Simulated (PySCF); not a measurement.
**CH5Al (AlH2Me): levels of theory compared**

Aim: a comparison of 6 runs (B2PLYP/STO-3G, PBE/STO-3G, SVWN5/STO-3G, QCISD(T)/STO-3G, UCCSD(T)/STO-3G, FCI/STO-3G) of CH5Al (AlH2Me). Input form: a Python script.

The results are computed with PySCF 2.14.0.

5 further runs of the same task are left out: 5 set aside as unsound or not needed.

**1. The system as given**

CH5Al has 7 atoms, charge 0, and is taken as a singlet. As SMILES, `[H][Al]([H])[CH3]`. The C4–H6 distance was set to 1.317 Å, away from the relaxed value.

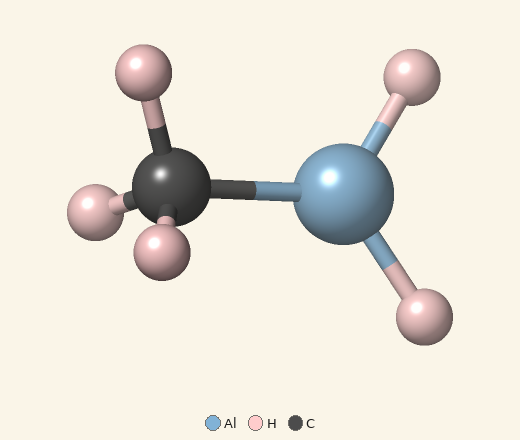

Viewed from a chosen angle; aluminium light blue, hydrogen pink, carbon dark grey.

**2. The energy at B2PLYP/STO-3G (run 1)**

calc.py reads:

```python
from pyscf import gto, dft, mp

system = gto.Mole()
system.atom = '''
Al     0.734696     0.905133    -0.085143
H      2.282066     1.009883    -0.042833
H      0.045376     2.294763    -0.115123
C     -0.254344    -0.815387    -0.085053
H     -0.376154    -1.244687    -1.087403
H     -1.469240    -0.690290     0.408830
H      0.252346    -1.584487     0.512897
'''
system.basis = 'sto-3g'
system.max_memory = 1860
system.verbose = 4
system.build()

mf = dft.RKS(system, xc='0.53*HF + 0.47*B88, 0.73*LYP')
mf.conv_tol = 1e-10
mf.grids.level = 5
mf.kernel()
if not mf.converged:
    mf = mf.newton().run(mf.mo_coeff, mf.mo_occ)

pt = mp.MP2(mf, frozen=6).run()
etot = mf.e_tot + 0.27 * pt.e_corr
print('PT2 part  %.8f' % (0.27 * pt.e_corr))
print('E = %.10f Eh' % etot)
```

Command:

```sh
OMP_NUM_THREADS=1 python calc.py
```

The log of the run:

```text
PySCF version 2.14.0

[INPUT] num. atoms = 7
[INPUT] num. electrons = 24
[INPUT] charge = 0
[INPUT] spin (= nelec alpha-beta = 2S) = 0
[INPUT] symmetry False subgroup None
[INPUT] Mole.unit = angstrom
[INPUT] Symbol           X                Y                Z      unit          X                Y                Z       unit  Magmom
[INPUT]  1 Al     0.734696000000   0.905133000000  -0.085143000000 AA    1.388374224813   1.710453476306  -0.160896951424 Bohr   0.0
[INPUT]  2 H      2.282066000000   1.009883000000  -0.042833000000 AA    4.312479738182   1.908402287854  -0.080942639093 Bohr   0.0
[INPUT]  3 H      0.045376000000   2.294763000000  -0.115123000000 AA    0.085748212628   4.336473590785  -0.217550940638 Bohr   0.0
[INPUT]  4 C     -0.254344000000  -0.815387000000  -0.085053000000 AA   -0.480640501426  -1.540858115531  -0.160726876073 Bohr   0.0
[INPUT]  5 H     -0.376154000000  -1.244687000000  -1.087403000000 AA   -0.710828040660  -2.352117540807  -2.054893857030 Bohr   0.0
[INPUT]  6 H     -1.469240000000  -0.690290000000   0.408830000000 AA   -2.776461211256  -1.304459046526   0.772576731506 Bohr   0.0
[INPUT]  7 H      0.252346000000  -1.584487000000   0.512897000000 AA    0.476864828629  -2.994246477934   0.969234860111 Bohr   0.0

nuclear repulsion = 49.5671244228377
number of shells = 13
number of NR pGTOs = 57
number of NR cGTOs = 19
basis = sto-3g
ecp = {}

******** <class 'pyscf.dft.rks.RKS'> ********
method = RKS
initial guess = minao
damping factor = 0
level_shift factor = 0
DIIS = <class 'pyscf.scf.diis.CDIIS'>
diis_start_cycle = 1
diis_space = 8
diis_damp = 0
SCF conv_tol = 1e-10
SCF conv_tol_grad = None
SCF max_cycles = 50
direct_scf = True
direct_scf_tol = 1e-13
XC library pyscf.dft.libxc version 7.0.0
    S. Lehtola, C. Steigemann, M. J.T. Oliveira, and M. A.L. Marques.,  SoftwareX 7, 1–5 (2018)
XC functionals = 0.53*HF + 0.47*B88, 0.73*LYP
    A. D. Becke.,  Phys. Rev. A 38, 3098 (1988)
    C. Lee, W. Yang, and R. G. Parr.,  Phys. Rev. B 37, 785 (1988)
    B. Miehlich, A. Savin, H. Stoll, and H. Preuss.,  Chem. Phys. Lett. 157, 200 (1989)
radial grids:
    Treutler-Ahlrichs [JCP 102, 346 (1995); DOI:10.1063/1.469408] (M4) radial grids

becke partition: Becke, JCP 88, 2547 (1988); DOI:10.1063/1.454033
pruning grids: <function nwchem_prune>
grids dens level: 5
symmetrized grids: False
atomic radii adjust function: <function treutler_atomic_radii_adjust>
small_rho_cutoff = 0
Set gradient conv threshold to 1e-05
Initial guess from minao.
tot grids = 203728
init E= -279.323886565073
  HOMO = -0.296007030984946  LUMO = 0.122874851825727  gap/eV = 11.39836
cycle= 1 E= -279.838637122495  delta_E= -0.515  |g|= 0.227  |ddm|= 2.69
  HOMO = -0.233560110336185  LUMO = 0.201247457587996  gap/eV = 11.83172
cycle= 2 E= -279.852767342867  delta_E= -0.0141  |g|= 0.126  |ddm|= 0.504
  HOMO = -0.252752890884917  LUMO = 0.214675643493735  gap/eV = 12.71938
cycle= 3 E= -279.857927623973  delta_E= -0.00516  |g|= 0.0174  |ddm|= 0.186
  HOMO = -0.254157641905054  LUMO = 0.218076144392284  gap/eV = 12.85014
cycle= 4 E= -279.858039544799  delta_E= -0.000112  |g|= 0.00312  |ddm|= 0.0299
  HOMO = -0.254926732741159  LUMO = 0.216719882683967  gap/eV = 12.83416
cycle= 5 E= -279.858043545973  delta_E= -4e-06  |g|= 0.000112  |ddm|= 0.0059
  HOMO = -0.254875492844256  LUMO = 0.216731910661603  gap/eV = 12.83309
cycle= 6 E= -279.858043554429  delta_E= -8.46e-09  |g|= 1.54e-05  |ddm|= 0.000312
  HOMO = -0.254872017841291  LUMO = 0.216740353020962  gap/eV = 12.83323
cycle= 7 E= -279.858043554607  delta_E= -1.78e-10  |g|= 2.09e-06  |ddm|= 4.16e-05
  HOMO = -0.254872708711856  LUMO = 0.216739518293324  gap/eV = 12.83322
cycle= 8 E= -279.85804355461  delta_E= -3.58e-12  |g|= 1.24e-07  |ddm|= 6.58e-06
  HOMO = -0.254872669565234  LUMO = 0.216739529632651  gap/eV = 12.83322
Extra cycle  E= -279.85804355461  delta_E= 1.14e-13  |g|= 2.91e-08  |ddm|= 3.03e-07
converged SCF energy = -279.85804355461

******** <class 'pyscf.mp.mp2.RMP2'> ********
nocc = 6, nmo = 13
frozen orbitals 6
E(RMP2) = -279.975799126211  E_corr = -0.117755571600634
E(SCS-RMP2) = -279.991340766025  E_corr = -0.133297211414749
E_corr(same-spin) = -0.00924170135309039
E_corr(oppo-spin) = -0.108513870247543
PT2 part  -0.03179400
E = -279.8898375589 Eh
```

It took 5.4 s on 1 thread of Intel Xeon Platinum 8488C (Sapphire Rapids), shared host; peak memory 0.2 GiB.

**3. A single-point energy at PBE/STO-3G (run 2)**

input.py reads:

```python
from pyscf import gto, dft

mol = gto.M(
    atom='''
Al       0.734696       0.905133      -0.085143
H        2.282066       1.009883      -0.042833
H        0.045376       2.294763      -0.115123
C       -0.254344      -0.815387      -0.085053
H       -0.376154      -1.244687      -1.087403
H       -1.469240      -0.690290       0.408830
H        0.252346      -1.584487       0.512897
''',
    verbose=3,
    max_memory=1860,
    basis='sto-3g',
)

calc0 = dft.RKS(mol)
calc0.xc = 'pbe'
calc0.conv_tol = 1e-10
calc0.grids.level = 5
calc0.kernel()
if not calc0.converged:
    calc0 = calc0.newton().run(calc0.mo_coeff, calc0.mo_occ)

etot = calc0.e_tot
print('E = %.10f Eh' % etot)
```

Command:

```sh
OMP_NUM_THREADS=1 python input.py
```

The log of the run:

```text
converged SCF energy = -279.889469147203
E = -279.8894691472 Eh
```

It took 5.1 s on 1 thread of Intel Xeon Platinum 8488C (Sapphire Rapids), shared host; peak memory 0.2 GiB.

**4. A single-point energy at SVWN5/STO-3G (run 3)**

input.py reads:

```python
from pyscf import gto, dft

system = gto.M(
    atom='''
Al   0.734696   0.905133  -0.085143
H    2.282066   1.009883  -0.042833
H    0.045376   2.294763  -0.115123
C   -0.254344  -0.815387  -0.085053
H   -0.376154  -1.244687  -1.087403
H   -1.469240  -0.690290   0.408830
H    0.252346  -1.584487   0.512897
''',
    max_memory=1860,
    charge=0,
    verbose=3,
    spin=0,
    basis='sto-3g',
)

ks = dft.RKS(system)
ks.xc = 'svwn'
ks.conv_tol = 1e-10
ks.grids.level = 5
ks.kernel()
if not ks.converged:
    ks = ks.newton().run(ks.mo_coeff, ks.mo_occ)

etot = ks.e_tot
print('Final energy', etot)
```

Command:

```sh
OMP_NUM_THREADS=1 python input.py
```

The log of the run:

```text
converged SCF energy = -278.599221577375
Final energy -278.59922157737486
```

Wall time 3.6 s (1 thread of Intel Xeon Platinum 8488C (Sapphire Rapids), shared host); peak memory 0.15 GiB.

Runs 4 to 5 aren't shown in full; the table further down has their settings and results.

**5. A single-point energy at FCI/STO-3G (run 6)**

input.py reads:

```python
from pyscf import gto, scf, mcscf

molecule = gto.M(
    atom='''
Al     1.388374     1.710453    -0.160897
H      4.312480     1.908402    -0.080943
H      0.085748     4.336474    -0.217551
C     -0.480641    -1.540858    -0.160727
H     -0.710828    -2.352118    -2.054894
H     -2.776461    -1.304459     0.772577
H      0.476865    -2.994246     0.969235
''',
    charge=0,
    basis='sto-3g',
    spin=0,
    verbose=3,
    max_memory=1860,
    unit='bohr',
)

myscf = scf.RHF(molecule)
myscf.conv_tol = 1e-10
myscf.kernel()
if not myscf.converged:
    myscf = myscf.newton().run(myscf.mo_coeff, myscf.mo_occ)

cas = mcscf.CASCI(myscf, myscf.mo_coeff.shape[-1] - 6, (molecule.nelec[0] - 6, molecule.nelec[1] - 6))  # full CI above the frozen core
cas.fix_spin_(ss=0.0)
cas.kernel()
e_tot = cas.e_tot
print('Final energy', e_tot)
```

Command:

```sh
OMP_NUM_THREADS=1 python input.py
```

The log of the run:

```text
converged SCF energy = -279.28826706134
CASCI E = -279.417154676637  E(CI) = -25.9480056163637  S^2 = 0.0000000
Final energy -279.417154676637
```

Wall time 32 s (1 thread of Intel Xeon Platinum 8488C (Sapphire Rapids), shared host); peak memory 0.67 GiB.

**6. Overview of the runs**

```
run            level  frozen core orbitals  integration grid  energy (Eh)  dipole moment (D) of the reference  HOMO energy (eV)  LUMO energy (eV)  wall time
  1    B2PLYP/STO-3G                     6                 5  -279.889838                                0.19             -6.94              5.90      5.4 s
  2       PBE/STO-3G                     –                 5  -279.889469                                0.24             -4.26              3.10      5.1 s
  3     SVWN5/STO-3G                     –                 5  -278.599222                                0.25             -4.07              2.95      3.6 s
  4  QCISD(T)/STO-3G                     6                 –  -279.416751                                0.18             -8.95              8.80      1.2 s
  5  UCCSD(T)/STO-3G                     6                 –  -279.416722                                0.18             -8.95              8.80      1.2 s
  6       FCI/STO-3G                     6                 –  -279.417155                                0.18             -8.95              8.80       32 s
```

**7. Summary of results**

| quantity | value |
| --- | --- |
| run 6: total energy | -279.41715 Eh |
| run 6: dipole moment (Hartree–Fock density) | 0.18 D |
| run 6: HOMO energy (Hartree–Fock orbitals) | -8.95 eV |
| run 6: LUMO energy (Hartree–Fock orbitals) | 8.80 eV |
| run 6: HOMO–LUMO gap (Hartree–Fock orbitals) | 17.75 eV |
| run 6: correlation energy (6 core orbitals frozen) | -128.9 mEh |

In words: Against full CI in this basis: QCISD(T) +0.4 mEh; UCCSD(T) +0.4 mEh. Over runs 1, 2, 3 the dipole moment (its size) runs from 0.19 D (B2PLYP/STO-3G) to 0.25 D (SVWN5/STO-3G). A double hybrid's value is that of its SCF part. Over runs 1, 2, 3 the HOMO–LUMO gap runs from 7.02 eV (SVWN5/STO-3G) to 12.83 eV (B2PLYP/STO-3G). Totals of different functionals can't be ranked against each other. In runs 1, 2, 3, 4, 5, 6 the basis is minimal, so the values are rough. All runs together took 48 s, the longest 32 s.
